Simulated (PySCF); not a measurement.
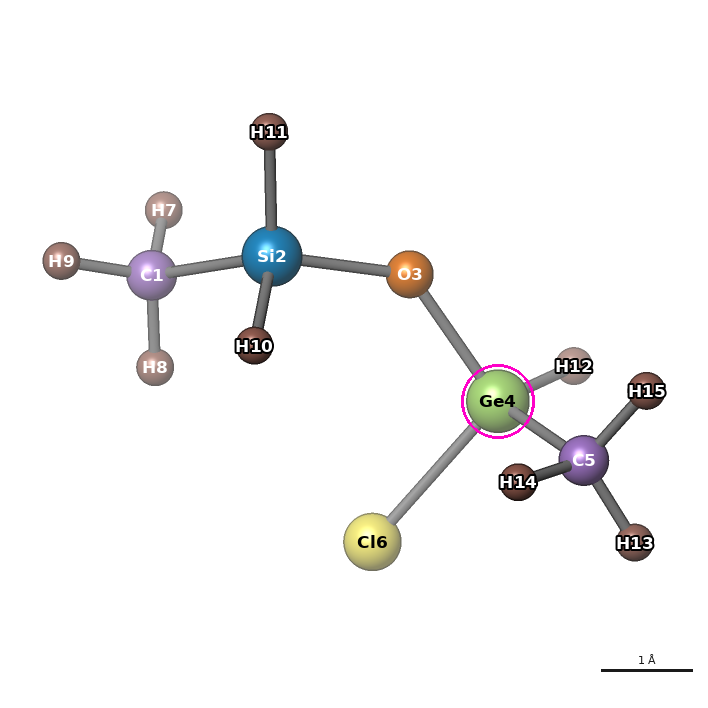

Orthographic view. Depth is shown by fading: the farther an atom, the more it takes the colour of the background. Computed geometry: PBE0-D3(BJ)/def2-SVP optimisation. No frequency run is at hand to confirm it as a minimum.

Name the neighbours of the circled atom.

The circled atom is Ge4; it is bonded to O3, C5, Cl6, H12.

Of Si2 and H10, which is nearer the viewer?

H10; the bond to Si2 points away from the viewer, so it looks shorter than its 1.50 Å.

Which two atoms are farthest apart in space?

H9 and H13, 7.14 Å.

What is the shortest path along bonds from the circled atom to H9?

Ge4–O3–Si2–C1–H9, 4 bonds; through space the two are 5.07 Å apart.
